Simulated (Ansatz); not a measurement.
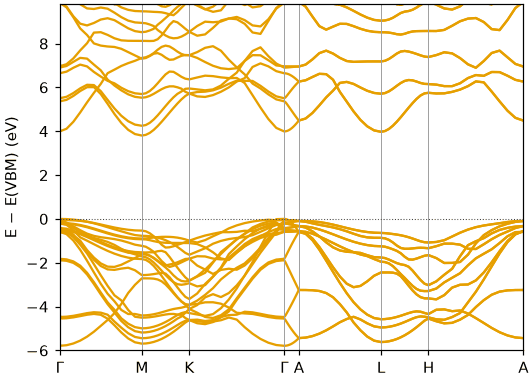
*Band structure from PBE (plane waves, PAW; program Ansatz)*

Task: Read off the gap and where the band edges lie.

Result: About 3.8 eV (3.80 eV by a search for the band edges); maximum at Γ, minimum at M.

The material is AlN in space group P6_3mc (No. 186; Pearson symbol hP12).

A made-up cell: these elements were put on the sites of a structure type. Its sites differ from those of the usual phase in this space group: another stacking or structure type. Symmetry was held in the PBE relaxation; phonons on a q-mesh show no instability.

Potentials: the later of the program's two PAW sets.
